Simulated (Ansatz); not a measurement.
A ladder of methods for C2F4O (trifluoroacetyl fluoride)

The species is C2F4O (7 atoms), meant as a singlet with charge 0. SMILES: `O=C(F)C(F)(F)F`. Geometry: optimised at wB97X-V/def2-SVP.

```xyz
7

O     1.0654   -1.3966    0.7008
C     0.0885   -0.7961    0.4340
F    -1.1394   -1.1976    0.7385
C     0.0179    0.5518   -0.3064
F    -0.7007    0.4153   -1.4196
F    -0.5672    1.4609    0.4719
F     1.2355    0.9623   -0.6192
```

Quantity: the dissociation energy of the C2–O1 bond into singlet C2F4 and triplet O (shapes relaxed at wB97X-V/def2-SVP, no zero-point term), in eV. The values are calculated.

| level | kind | program | value (eV) | less CCSD(T)/def2-SVP | CPU time (all runs) |
| --- | --- | --- | --- | --- | --- |
| HF/def2-SVP | Hartree–Fock | Ansatz | 5.63 | -2.13 | 2.3 s |
| BLYP/def2-SVP | GGA | Ansatz | 8.30 | +0.54 | 3.6 s |
| r2SCAN/def2-SVP | meta-GGA | Ansatz | 8.39 | +0.63 | 7.6 s |
| B3LYP/def2-SVP | global hybrid | Ansatz | 8.13 | +0.37 | 5.1 s |
| PBE0-D4/def2-SVP | global hybrid | Ansatz | 8.31 | +0.55 | 5.2 s |
| B2PLYP/def2-SVP | double hybrid | Ansatz | 8.12 | +0.36 | 8.4 s |
| MP2/def2-SVP | perturbation theory | Ansatz | 8.36 | +0.60 | 3.3 s |
| CCSD(T)/def2-SVP | coupled cluster or CI | Ansatz | 7.76 | 0.00 | 32 s |

Differences are taken from CCSD(T)/def2-SVP for orientation; it has basis-set and higher-order errors of its own. The values span 5.63 to 8.39 eV. Hartree–Fock misses the correlation of the electron pair that is broken and comes out low. A fragment with an even electron count was run as a singlet and may have a lower triplet. Measured bond enthalpies also hold zero-point and thermal terms, a few tenths of an eV less. CPU times are rough (shared hosts, several kinds of processor): they show what a rung costs within a factor of a few.

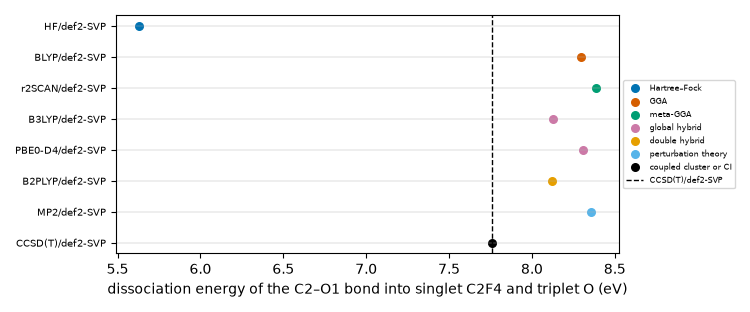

The values of the table, level by level.
